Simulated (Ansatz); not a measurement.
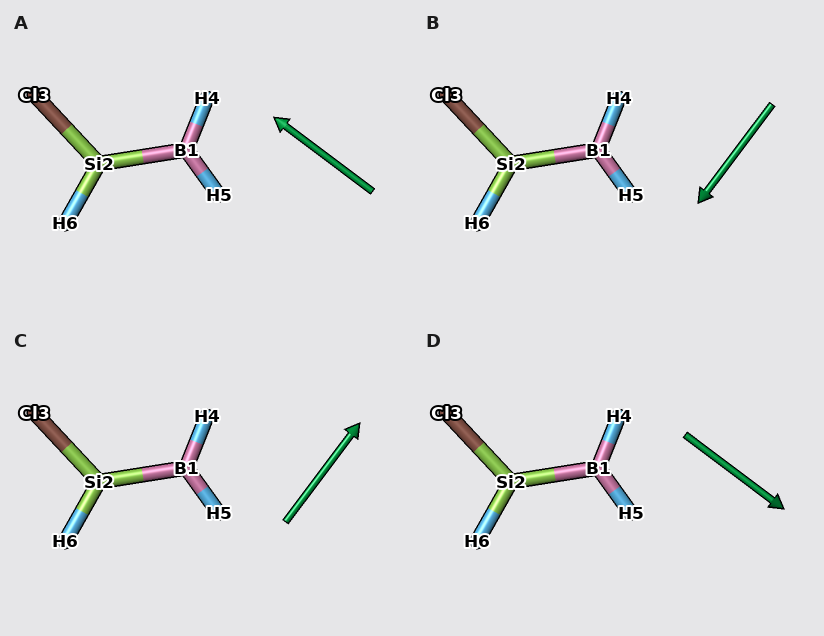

The same molecule four times, each with an arrow. The species is neutral and a spin doublet. The computed structure is the end point of a PBE0-D4/def2-TZVP optimisation. No frequency run is at hand to confirm it as a minimum. Level of theory: UKS PBE0-D4/def2-TZVP (Ansatz 0.2.0).

Which arrow points along the dipole moment, from the negative to the positive end?

B. The dipole moment is 1.04 D; it points from the side of H4 to the side of H6 (the outermost atoms at the two ends).
